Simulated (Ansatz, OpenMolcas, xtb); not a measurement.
**How methods differ on SnH2O2 (SMILES [OH][Sn][OH])**

The species is SnH2O2 (5 atoms), meant as a singlet with charge 0. SMILES: `[OH][Sn][OH]`. The coordinates come from a PBE0-D4/def2-TZVP relaxation. This is one conformer, not always the lowest.

Quantity: the HOMO–LUMO gap, in eV. The values are calculated.

| level | kind | program | value (eV) | CPU time |
| --- | --- | --- | --- | --- |
| GFN2-xTB | semi-empirical | xtb | 4.81 | under 2 s |
| HF/def2-SVP (core potential) | Hartree–Fock | Ansatz | 10.74 | 2 s |
| SVWN5/def2-SVP (core potential) | LDA | Ansatz | 3.68 | 3.7 s |
| PBE/def2-SVP (core potential) | GGA | OpenMolcas | 3.69 | 19 s |
| TPSS/def2-SVP (core potential) | meta-GGA | OpenMolcas | 3.80 | 26 s |
| r2SCAN0/def2-SVP (core potential) | hybrid meta-GGA | Ansatz | 5.79 | 11 s |
| HSE06/def2-SVP (core potential) | range-separated hybrid | Ansatz | 4.77 | 5.2 s |
| PBE-QIDH/def2-SVP (core potential) | double hybrid | Ansatz | 8.72 | 7.3 s |

The values span 3.68 to 10.74 eV. Orbital gaps aren't excitation energies, and those of double hybrids come from the SCF part alone; they tend to grow with the share of exact exchange. Times are those of the runs behind each value, whatever else they computed, on shared processors of several kinds: orders of magnitude only.

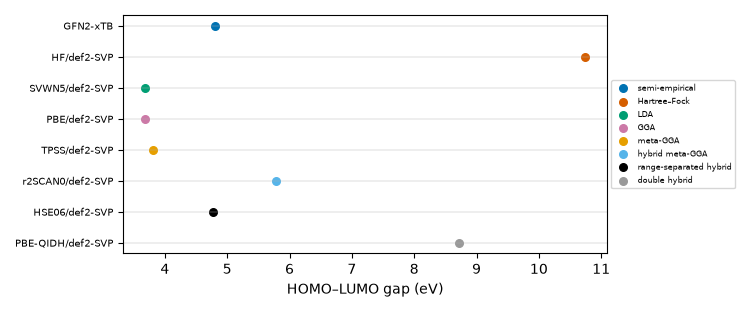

The values of the table, level by level.
